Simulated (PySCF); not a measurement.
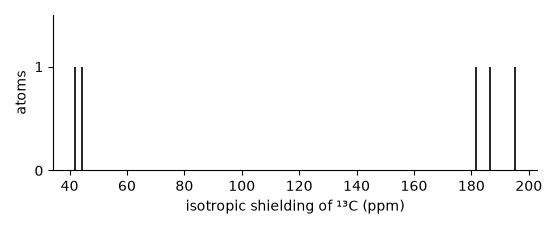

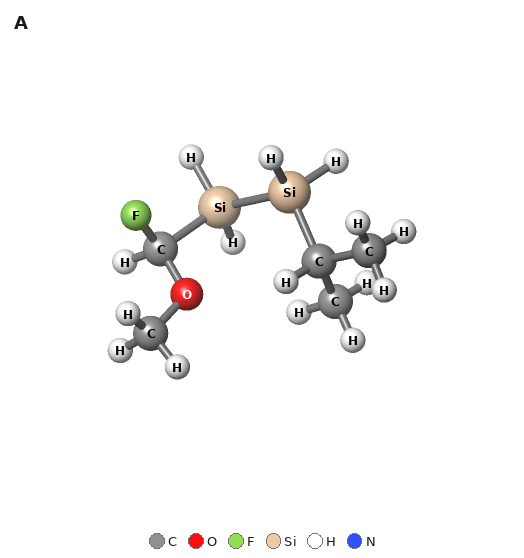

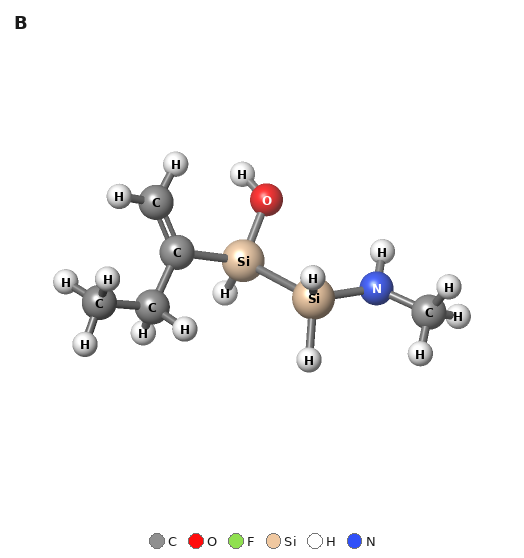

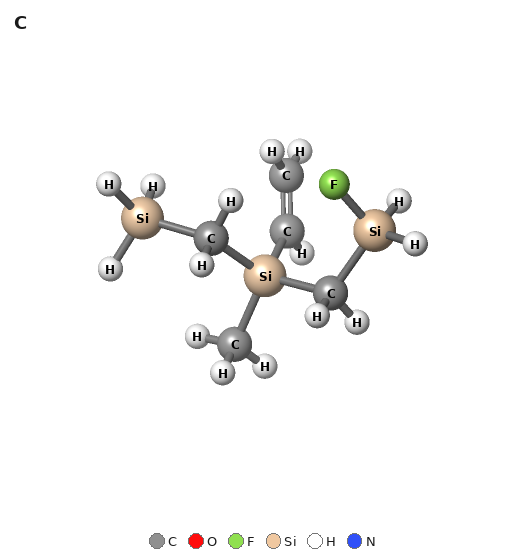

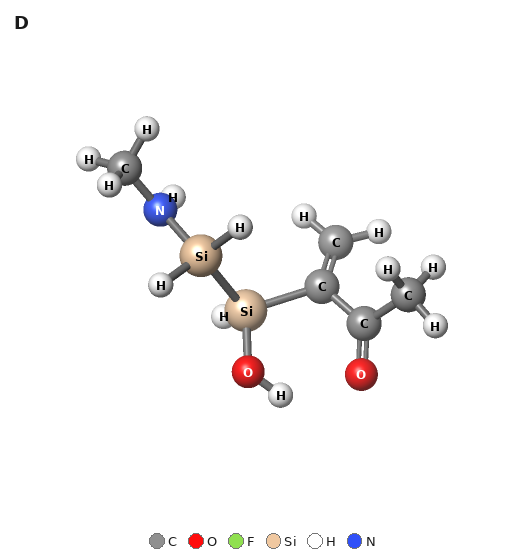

The sticks are computed shieldings of one of the molecules, for one fixed geometry (GFN2-xTB) without averaging over rotations. Low shielding means a high chemical shift. Method: GIAO PBE0/pcSseg-1 NMR shielding, non-relativistic, gas phase (PySCF 2.14.0).

Question: Which molecule gives this pattern?

Answer: C, `C=C[Si@](C)(C[SiH3])C[SiH2]F`. Its 5 C atoms give lines at 42.0, 44.2, 181.5, 186.4, 195.2 ppm.

The geometry is semi-empirical. Around Si such bond lengths and angles can be off by a tenth of an ångström or more and by several degrees, and values that hang on the shape move with them.
